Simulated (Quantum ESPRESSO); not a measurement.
## How volume moves the moments of MnCuAs

How does volume change the magnetic state of MnCuAs?

Calculated with Quantum ESPRESSO 7.5; PBE; plane waves with GBRV 1.5 PBE potentials, no spin-orbit coupling.

### Step 1. The structure

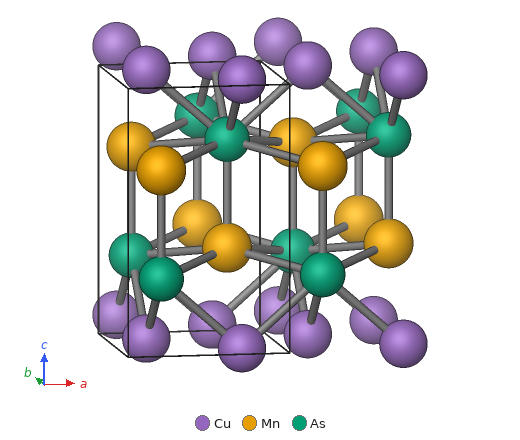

Start, viewed slightly off an axis; copper purple, manganese orange, arsenic teal. 2×2×1 cells are drawn. Some periodic images of atoms are drawn too.

The lattice constants were typed from memory of published values and not checked against a source.

### Step 2. Volume 0.91, ferro ++

All lengths scale alike; the factor is that of the volume. Atoms keep their fractional places. Seeded atoms are those given a starting moment.

The input, pw.in:

```
&CONTROL
  calculation = 'scf'
  prefix = 'pwscf'
  outdir = './tmp'
  pseudo_dir = './pseudo'
  disk_io = 'nowf'
  tprnfor = .true.
  tstress = .true.
/
&SYSTEM
  ibrav = 0
  celldm(1) = 8
  nat = 6
  ntyp = 3
  ecutwfc = 40
  ecutrho = 280
  nbnd = 54
  occupations = 'smearing'
  smearing = 'fd'
  degauss = 0.00367493
  nspin = 2
  starting_magnetization(1) = 0
  starting_magnetization(2) = 0.2333
  starting_magnetization(3) = 0
/
&ELECTRONS
  conv_thr = 1.2d-08
  electron_maxstep = 150
  mixing_beta = 0.3
/
ATOMIC_SPECIES
Cu     63.5460 cu_pbe_v1.2.uspp.F.UPF
Mn     54.9380 mn_pbe_v1.5.uspp.F.UPF
As     74.9216 as_pbe_v1.uspp.F.UPF
CELL_PARAMETERS alat
   0.8744185732113    0.0000000000000    0.0000000000000
   0.0000000000000    0.8744185732113    0.0000000000000
   0.0000000000000    0.0000000000000    1.4462242265834
ATOMIC_POSITIONS crystal
Cu      0.7500000000    0.2500000000    0.0000000000
Cu      0.2500000000    0.7500000000    0.0000000000
Mn      0.2500000000    0.2500000000    0.6700000000
Mn      0.7500000000    0.7500000000    0.3300000000
As      0.2500000000    0.2500000000    0.2660000000
As      0.7500000000    0.7500000000    0.7340000000
K_POINTS automatic
8 8 8 0 0 0
```

The run is started by

```console
OMP_NUM_THREADS=1 mpirun -n 4 pw.x -nk 4 -in pw.in > pw.out
```

Log:

```text
Program PWSCF v.7.5 starts

     Message from routine setup:
     using ibrav=0 with symmetry is DISCOURAGED, use correct ibrav instead

     K-points division:     npool     =       4
     Subspace diagonalization in iterative solution of the eigenvalue problem:

     bravais-lattice index     =            0
     lattice parameter (alat)  =       8.0000  a.u.
     unit-cell volume          =     566.1667 (a.u.)^3
     number of atoms/cell      =            6
     number of atomic types    =            3
     number of electrons       =        78.00
     number of Kohn-Sham states=           54
     kinetic-energy cutoff     =      40.0000  Ry
     charge density cutoff     =     280.0000  Ry
     scf convergence threshold =      1.2E-08
     mixing beta               =       0.3000
     number of iterations used =            8  plain     mixing
     Exchange-correlation= SLA  PW   PBE  PBE
                           (   1   4   3   4   0   0   0)

     celldm(1)=   8.000000  celldm(2)=   0.000000  celldm(3)=   0.000000
     celldm(4)=   0.000000  celldm(5)=   0.000000  celldm(6)=   0.000000

     crystal axes: (cart. coord. in units of alat)
               a(1) = (   0.874419   0.000000   0.000000 )
               a(2) = (   0.000000   0.874419   0.000000 )
               a(3) = (   0.000000   0.000000   1.446224 )

     reciprocal axes: (cart. coord. in units 2 pi/alat)
               b(1) = (  1.143617  0.000000  0.000000 )
               b(2) = (  0.000000  1.143617  0.000000 )
               b(3) = (  0.000000  0.000000  0.691456 )

     PseudoPot. # 1 for Cu read from file:
     cu_pbe_v1.2.uspp.F.UPF
     Pseudo is Ultrasoft + core correction, Zval = 19.0

     PseudoPot. # 2 for Mn read from file:
     mn_pbe_v1.5.uspp.F.UPF
     Pseudo is Ultrasoft + core correction, Zval = 15.0

     PseudoPot. # 3 for As read from file:
     as_pbe_v1.uspp.F.UPF
     Pseudo is Ultrasoft + core correction, Zval =  5.0

     atomic species   valence    mass     pseudopotential
     Cu               19.00    63.54600     Cu( 1.00)
     Mn               15.00    54.93800     Mn( 1.00)
     As                5.00    74.92160     As( 1.00)

     Starting magnetic structure
     atomic species   magnetization
     Cu              0.000
     Mn              0.233
     As              0.000

     16 Sym. Ops., with inversion, found (12 have fractional translation)

   Cartesian axes

     site n.     atom                  positions (alat units)
         1        Cu     tau(   1) = (   0.6558139   0.2186046   0.0000000  )
         2        Cu     tau(   2) = (   0.2186046   0.6558139   0.0000000  )
         3        Mn     tau(   3) = (   0.2186046   0.2186046   0.9689702  )
         4        Mn     tau(   4) = (   0.6558139   0.6558139   0.4772540  )
         5        As     tau(   5) = (   0.2186046   0.2186046   0.3846956  )
         6        As     tau(   6) = (   0.6558139   0.6558139   1.0615286  )

     number of k points=    75  Fermi-Dirac smearing, width (Ry)=  0.0037
                       cart. coord. in units 2pi/alat
        k(    1) = (   0.0000000   0.0000000   0.0000000), wk =   0.0019531
        k(    2) = (   0.0000000   0.0000000   0.0864320), wk =   0.0039062
        k(    3) = (   0.0000000   0.0000000   0.1728639), wk =   0.0039062
        k(    4) = (   0.0000000   0.0000000   0.2592959), wk =   0.0039062
        k(    5) = (   0.0000000   0.0000000  -0.3457279), wk =   0.0019531
        [... 70 further k-points ...]

     Dense  grid:    44809 G-vectors     FFT dimensions: (  40,  40,  64)

     Smooth grid:    19339 G-vectors     FFT dimensions: (  30,  30,  48)

     Check: negative core charge=   -0.000023
     Generating pointlists ...
     new r_m :   0.2402 (alat units)  1.9218 (a.u.) for type    1
     new r_m :   0.2410 (alat units)  1.9281 (a.u.) for type    2
     new r_m :   0.2402 (alat units)  1.9218 (a.u.) for type    3

     Initial potential from superposition of free atoms

     starting charge      74.9993, renormalised to      78.0000
     Starting wfcs are   60 randomized atomic wfcs

     Self-consistent Calculation

     iteration #  1     ecut=    40.00 Ry     beta= 0.30
     Davidson diagonalization with overlap
     ethr =  1.00E-02,  avg # of iterations =  3.2

     total energy              =   -1306.43589904 Ry
     estimated scf accuracy    <      12.66629752 Ry

     total magnetization       =     4.07 Bohr mag/cell
     absolute magnetization    =     4.29 Bohr mag/cell

     iteration #  2     ecut=    40.00 Ry     beta= 0.30
     Davidson diagonalization with overlap
     ethr =  1.00E-02,  avg # of iterations =  2.8

     total energy              =   -1304.64240893 Ry
     estimated scf accuracy    <      67.29731905 Ry

     total magnetization       =     0.52 Bohr mag/cell
     absolute magnetization    =     0.66 Bohr mag/cell

     [... further iterations left out ...]

     iteration # 15     ecut=    40.00 Ry     beta= 0.30
     Davidson diagonalization with overlap
     ethr =  3.18E-10,  avg # of iterations =  5.0

     negative rho (up, down):  0.000E+00 1.438E-04

     total energy              =   -1310.51400740 Ry
     estimated scf accuracy    <       0.00000002 Ry

     total magnetization       =     7.29 Bohr mag/cell
     absolute magnetization    =     7.65 Bohr mag/cell

     iteration # 16     ecut=    40.00 Ry     beta= 0.30
     Davidson diagonalization with overlap
     ethr =  2.96E-11,  avg # of iterations =  4.7

     negative rho (up, down):  0.000E+00 1.445E-04

     Magnetic moment per site  (integrated on atomic sphere of radius R)
     atom   1 (R=0.240)  charge= 17.6941  magn=  0.0536
     atom   2 (R=0.240)  charge= 17.6941  magn=  0.0536
     atom   3 (R=0.241)  charge= 13.1614  magn=  3.3941
     atom   4 (R=0.241)  charge= 13.1614  magn=  3.3941
     atom   5 (R=0.240)  charge=  2.7943  magn= -0.0141
     atom   6 (R=0.240)  charge=  2.7943  magn= -0.0141

     End of self-consistent calculation

     Number of k-points >= 100: set verbosity='high' to print the bands.

     the Fermi energy is    14.4903 ev

!    total energy              =   -1310.51400743 Ry
     estimated scf accuracy    <       0.00000001 Ry
     smearing contrib. (-TS)   =      -0.00209489 Ry
     internal energy E=F+TS    =   -1310.51191253 Ry

     The total energy is F=E-TS. E is the sum of the following terms:
     one-electron contribution =    -964.44245455 Ry
     hartree contribution      =     522.08491213 Ry
     xc contribution           =    -194.55486523 Ry
     ewald contribution        =    -673.59950488 Ry

     total magnetization       =     7.29 Bohr mag/cell
     absolute magnetization    =     7.65 Bohr mag/cell

     convergence has been achieved in  16 iterations

     negative rho (up, down):  0.000E+00 1.445E-04

     Forces acting on atoms (cartesian axes, Ry/au):

     atom    1 type  1   force =     0.00000000    0.00000000    0.00000000
     atom    2 type  1   force =     0.00000000    0.00000000    0.00000000
     atom    3 type  2   force =     0.00000000    0.00000000   -0.01299036
     atom    4 type  2   force =     0.00000000    0.00000000    0.01299036
     atom    5 type  3   force =     0.00000000    0.00000000    0.03411664
     atom    6 type  3   force =     0.00000000    0.00000000   -0.03411664

     Total force =     0.051627     Total SCF correction =     0.000052

     Computing stress (Cartesian axis) and pressure

     negative rho (up, down):  0.000E+00 1.445E-04
          total   stress  (Ry/bohr**3)                   (kbar)     P=       77.93
   0.00046474   0.00000000   0.00000000           68.37        0.00        0.00
   0.00000000   0.00046474   0.00000000            0.00       68.37        0.00
   0.00000000   0.00000000   0.00065979            0.00        0.00       97.06

=------------------------------------------------------------------------------=
   JOB DONE.
=------------------------------------------------------------------------------=
```

Run time: 2 min. Hardware: 4 MPI ranks of Arm Neoverse V2, shared host; peak memory 0.74 GiB.

Spin moment in the atom's sphere by atom:

```csv
atom,spin moment in the atom's sphere (μB)
Cu1,0.05
Cu2,0.05
Mn3,3.39
Mn4,3.39
As5,-0.01
As6,-0.01
```

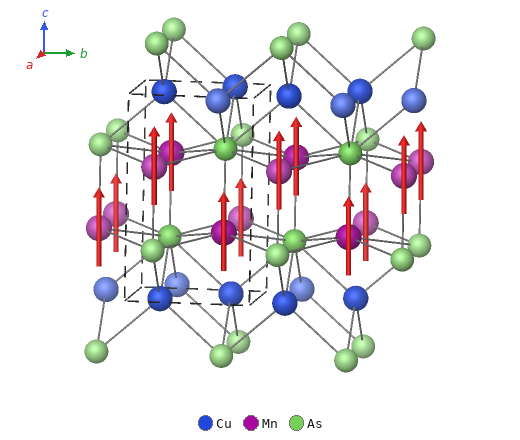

Spin moment in the atom's sphere as arrows, the longest 3.39 μB. Up and down stand for the sign. Arrows give size and sign along the axis of quantisation, drawn up and down the page. 1×2×1 cells are drawn. Some periodic images of atoms are drawn too.

Read from the output:

* smearing term TS: 0.02850 eV
* pressure: 7.793 GPa
* magnetization: 7.286 μB
* absolute magnetization: 7.65 μB
* final state: ferromagnetic

### Step 3. Volume 0.91, antiferro +-

Edit pw.in of step 2 so:

```diff
@@ -13,6 +13,6 @@
   nat = 6
-  ntyp = 3
+  ntyp = 4
   ecutwfc = 40
   ecutrho = 280
-  nbnd = 54
+  nbnd = 50
   occupations = 'smearing'
@@ -23,3 +23,4 @@
   starting_magnetization(2) = 0.2333
-  starting_magnetization(3) = 0
+  starting_magnetization(3) = -0.2333
+  starting_magnetization(4) = 0
 /
@@ -32,3 +33,4 @@
 Cu     63.5460 cu_pbe_v1.2.uspp.F.UPF
-Mn     54.9380 mn_pbe_v1.5.uspp.F.UPF
+Mn1    54.9380 mn_pbe_v1.5.uspp.F.UPF
+Mn2    54.9380 mn_pbe_v1.5.uspp.F.UPF
 As     74.9216 as_pbe_v1.uspp.F.UPF
@@ -41,4 +43,4 @@
 Cu      0.2500000000    0.7500000000    0.0000000000
-Mn      0.2500000000    0.2500000000    0.6700000000
-Mn      0.7500000000    0.7500000000    0.3300000000
+Mn1     0.2500000000    0.2500000000    0.6700000000
+Mn2     0.7500000000    0.7500000000    0.3300000000
 As      0.2500000000    0.2500000000    0.2660000000
```

Log:

```text
     [... lines left out ...]
Program PWSCF v.7.5 starts
     [... lines left out ...]
     number of atoms/cell      =            6
     [... lines left out ...]
     number of electrons       =        78.00
     number of Kohn-Sham states=           50
     kinetic-energy cutoff     =      40.0000  Ry
     charge density cutoff     =     280.0000  Ry
     scf convergence threshold =      1.2E-08
     [... lines left out ...]
      8 Sym. Ops. (no inversion) found ( 6 have fractional translation)
     [... lines left out ...]
     number of k points=    75  Fermi-Dirac smearing, width (Ry)=  0.0037
     [... lines left out ...]
     iteration # 19     ecut=    40.00 Ry     beta= 0.30
     [... lines left out ...]
     Magnetic moment per site  (integrated on atomic sphere of radius R)
     atom   1 (R=0.240)  charge= 17.6937  magn= -0.0000
     atom   2 (R=0.240)  charge= 17.6937  magn= -0.0000
     atom   3 (R=0.241)  charge= 13.1584  magn=  3.3600
     atom   4 (R=0.241)  charge= 13.1584  magn= -3.3600
     atom   5 (R=0.240)  charge=  2.8024  magn= -0.0032
     atom   6 (R=0.240)  charge=  2.8024  magn=  0.0032
     [... lines left out ...]
     the Fermi energy is    14.6503 ev
!    total energy              =   -1310.53579564 Ry
     estimated scf accuracy    <          3.1E-09 Ry
     smearing contrib. (-TS)   =      -0.00095545 Ry
     [... lines left out ...]
     total magnetization       =     0.00 Bohr mag/cell
     absolute magnetization    =     7.60 Bohr mag/cell
     convergence has been achieved in  19 iterations
     [... lines left out ...]
     Total force =     0.068683     Total SCF correction =     0.000172
     [... lines left out ...]
          total   stress  (Ry/bohr**3)                   (kbar)     P=       70.51
     [... lines left out ...]
```

Run time: 2.1 min. Hardware: 4 MPI ranks; peak memory 0.73 GiB.

Spin moment in the atom's sphere by atom:

```csv
atom,spin moment in the atom's sphere (μB)
Cu1,0.00
Cu2,0.00
Mn3,3.36
Mn4,-3.36
As5,0.00
As6,0.00
```

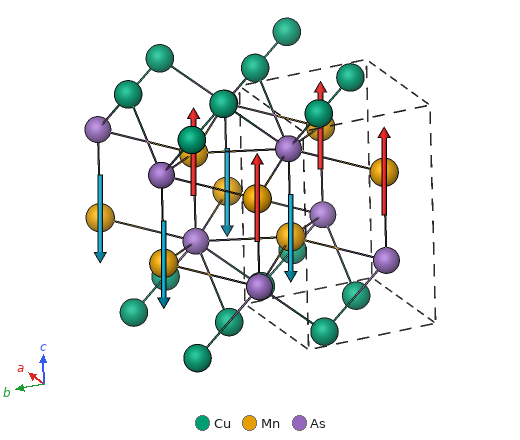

Spin moment in the atom's sphere as arrows, the longest 3.36 μB. Up and down stand for the sign. Arrows give size and sign along the axis of quantisation, drawn up and down the page. The two directions have two colours. 2×2×1 cells are drawn. Some periodic images of atoms are drawn too.

Read from the output:

```yaml
smearing_term_ts: 0.01300 eV
pressure: 7.051 GPa
magnetization: 0 μB
absolute_magnetization: 7.598 μB
final_state: antiferromagnetic
```

### Step 4. Volume 0.91, no spin polarisation

Edit pw.in of step 3 so:

```diff
@@ -13,3 +13,3 @@
   nat = 6
-  ntyp = 4
+  ntyp = 3
   ecutwfc = 40
@@ -20,7 +20,2 @@
   degauss = 0.00367493
-  nspin = 2
-  starting_magnetization(1) = 0
-  starting_magnetization(2) = 0.2333
-  starting_magnetization(3) = -0.2333
-  starting_magnetization(4) = 0
 /
@@ -33,4 +28,3 @@
 Cu     63.5460 cu_pbe_v1.2.uspp.F.UPF
-Mn1    54.9380 mn_pbe_v1.5.uspp.F.UPF
-Mn2    54.9380 mn_pbe_v1.5.uspp.F.UPF
+Mn     54.9380 mn_pbe_v1.5.uspp.F.UPF
 As     74.9216 as_pbe_v1.uspp.F.UPF
@@ -43,4 +37,4 @@
 Cu      0.2500000000    0.7500000000    0.0000000000
-Mn1     0.2500000000    0.2500000000    0.6700000000
-Mn2     0.7500000000    0.7500000000    0.3300000000
+Mn      0.2500000000    0.2500000000    0.6700000000
+Mn      0.7500000000    0.7500000000    0.3300000000
 As      0.2500000000    0.2500000000    0.2660000000
```

Log:

```text
     [... lines left out ...]
Program PWSCF v.7.5 starts
     [... lines left out ...]
     number of atoms/cell      =            6
     [... lines left out ...]
     number of electrons       =        78.00
     number of Kohn-Sham states=           50
     kinetic-energy cutoff     =      40.0000  Ry
     charge density cutoff     =     280.0000  Ry
     scf convergence threshold =      1.2E-08
     [... lines left out ...]
     16 Sym. Ops., with inversion, found (12 have fractional translation)
     [... lines left out ...]
     number of k points=    75  Fermi-Dirac smearing, width (Ry)=  0.0037
     [... lines left out ...]
     iteration # 17     ecut=    40.00 Ry     beta= 0.30
     [... lines left out ...]
     the Fermi energy is    14.0427 ev
!    total energy              =   -1310.38070600 Ry
     estimated scf accuracy    <          6.8E-10 Ry
     smearing contrib. (-TS)   =      -0.00992185 Ry
     [... lines left out ...]
     convergence has been achieved in  17 iterations
     [... lines left out ...]
     Total force =     0.118433     Total SCF correction =     0.000045
     [... lines left out ...]
          total   stress  (Ry/bohr**3)                   (kbar)     P=      -71.07
     [... lines left out ...]
```

Elapsed: 63 s, on 4 MPI ranks; peak memory 0.57 GiB; 4.2 min of CPU time.

Numbers from this step:

```yaml
smearing_term_ts: 0.1350 eV
pressure: -7.107 GPa
final_state: non-magnetic (no spin polarisation)
```

### Step 5. Volume 1.09, ferro ++

Edit pw.in of step 4 so:

```diff
@@ -16,3 +16,3 @@
   ecutrho = 280
-  nbnd = 50
+  nbnd = 54
   occupations = 'smearing'
@@ -20,2 +20,6 @@
   degauss = 0.00367493
+  nspin = 2
+  starting_magnetization(1) = 0
+  starting_magnetization(2) = 0.2333
+  starting_magnetization(3) = 0
 /
@@ -31,5 +35,5 @@
 CELL_PARAMETERS alat
-   0.8744185732113    0.0000000000000    0.0000000000000
-   0.0000000000000    0.8744185732113    0.0000000000000
-   0.0000000000000    0.0000000000000    1.4462242265834
+   0.9286407609068    0.0000000000000    0.0000000000000
+   0.0000000000000    0.9286407609068    0.0000000000000
+   0.0000000000000    0.0000000000000    1.5359037506322
 ATOMIC_POSITIONS crystal
```

Log:

```text
     [... lines left out ...]
Program PWSCF v.7.5 starts
     [... lines left out ...]
     number of atoms/cell      =            6
     [... lines left out ...]
     number of electrons       =        78.00
     number of Kohn-Sham states=           54
     kinetic-energy cutoff     =      40.0000  Ry
     charge density cutoff     =     280.0000  Ry
     scf convergence threshold =      1.2E-08
     [... lines left out ...]
     16 Sym. Ops., with inversion, found (12 have fractional translation)
     [... lines left out ...]
     number of k points=    75  Fermi-Dirac smearing, width (Ry)=  0.0037
     [... lines left out ...]
     iteration # 17     ecut=    40.00 Ry     beta= 0.30
     [... lines left out ...]
     Magnetic moment per site  (integrated on atomic sphere of radius R)
     atom   1 (R=0.255)  charge= 17.8362  magn=  0.0552
     atom   2 (R=0.255)  charge= 17.8362  magn=  0.0552
     atom   3 (R=0.256)  charge= 13.2717  magn=  3.8890
     atom   4 (R=0.256)  charge= 13.2717  magn=  3.8890
     atom   5 (R=0.255)  charge=  3.0610  magn= -0.0069
     atom   6 (R=0.255)  charge=  3.0610  magn= -0.0069
     [... lines left out ...]
     the Fermi energy is    11.5465 ev
!    total energy              =   -1310.50473091 Ry
     estimated scf accuracy    <          3.7E-09 Ry
     smearing contrib. (-TS)   =      -0.00234306 Ry
     [... lines left out ...]
     total magnetization       =     8.37 Bohr mag/cell
     absolute magnetization    =     8.61 Bohr mag/cell
     convergence has been achieved in  17 iterations
     [... lines left out ...]
     Total force =     0.005599     Total SCF correction =     0.000075
     [... lines left out ...]
          total   stress  (Ry/bohr**3)                   (kbar)     P=      -76.87
     [... lines left out ...]
```

Run time: 2.7 min. Hardware: 4 MPI ranks; peak memory 0.85 GiB; 11 min of CPU time.

Numbers from this step:

```yaml
smearing_term_ts: 0.03188 eV
pressure: -7.687 GPa
magnetization: 8.371 μB
absolute_magnetization: 8.612 μB
final_state: ferromagnetic
largest_moment: 3.889 μB
```

### Step 6. The series

The runs not shown differ from these in the moved quantity alone.

States, by row:

```csv
volume,ferro ++,antiferro +-,no spin polarisation
0.91,ferromagnetic,antiferromagnetic,non-magnetic
0.94,ferromagnetic,antiferromagnetic,non-magnetic
0.97,ferromagnetic,antiferromagnetic,non-magnetic
1,ferromagnetic,antiferromagnetic,non-magnetic
1.03,ferromagnetic,antiferromagnetic,non-magnetic
1.06,ferromagnetic,antiferromagnetic,non-magnetic
1.09,ferromagnetic,antiferromagnetic,non-magnetic
```

The largest site moment by volume:

```csv
volume (factor),ferro ++ (μB),antiferro +- (μB)
0.9100,3.39,3.36
0.9400,3.50,3.47
0.9700,3.59,3.57
1.0000,3.67,3.66
1.0300,3.74,3.74
1.0600,3.81,3.82
1.0900,3.89,3.89
```

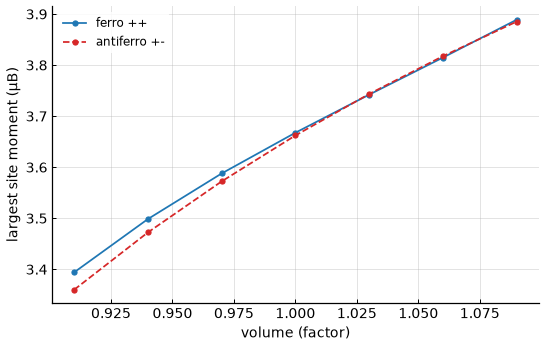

Largest site moment against volume.

The energy less that of the parallel start by volume; values in meV a seeded atom:

```csv
volume (factor),antiferro +-,no spin polarisation
0.9100,-148,907
0.9400,-142,1034
0.9700,-137,1159
1.0000,-134,1279
1.0300,-131,1396
1.0600,-129,1508
1.0900,-127,1617
```

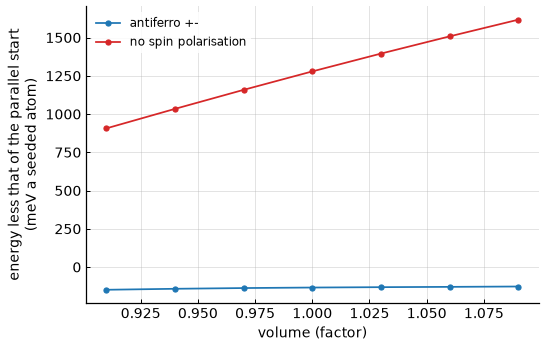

Energy less that of the parallel start, plotted against volume.

Table of energy over the lowest by volume; values in meV an atom:

```csv
volume (factor),ferro ++,antiferro +-,no spin polarisation
0.9100,70.1,20.7,372
0.9400,52.7,5.47,398
0.9700,45.7,0,432
1.0000,47.3,2.77,474
1.0300,56.2,12.5,521
1.0600,71.3,28.2,574
1.0900,91.1,48.8,630
```

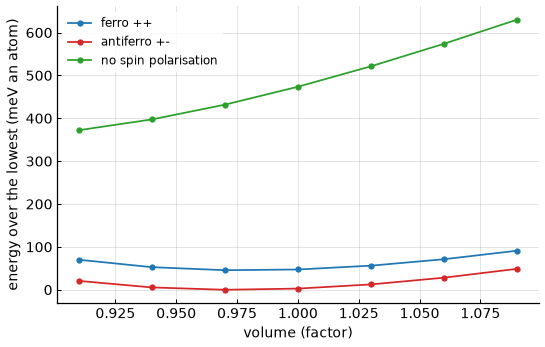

Energy over the lowest, plotted against volume.

### Step 7. Results

```json
{
 "moment, parallel start": "3.39 to 3.89 μB",
 "states met from these starts": "antiferromagnetic and ferromagnetic"
}
```

What this shows: The moment of the parallel start goes from 3.39 μB at 0.91 to 3.89 μB at 1.09. The net moment of the cell goes from 7.29 to 8.37 μB. The radius of the spheres follows the nearest distance, so part of the change of the site moments is the spheres'. The largest moment of the start antiferro +- lies between 3.36 and 3.89 μB. The start antiferro +- lies under the parallel one at every finished point, by 127 to 148 meV a seeded atom.

[Logs and program files are shortened in this print: banners, set-up blocks, solver, clock and traceback lines can be left out without a mark of their own.]

[Logs are printed without paths, hosts, clocks, repeated set-up lines and the standing remarks that a program may print on its own settings, such as how far it seeks lower states.]

[Hosts, paths, dates, database ids (printed as entryN), source tags and the programs' standing remarks are cut or masked in the printed files.]

[Where a cell is said to come from a database of computed structures, the database is the Materials Project.]
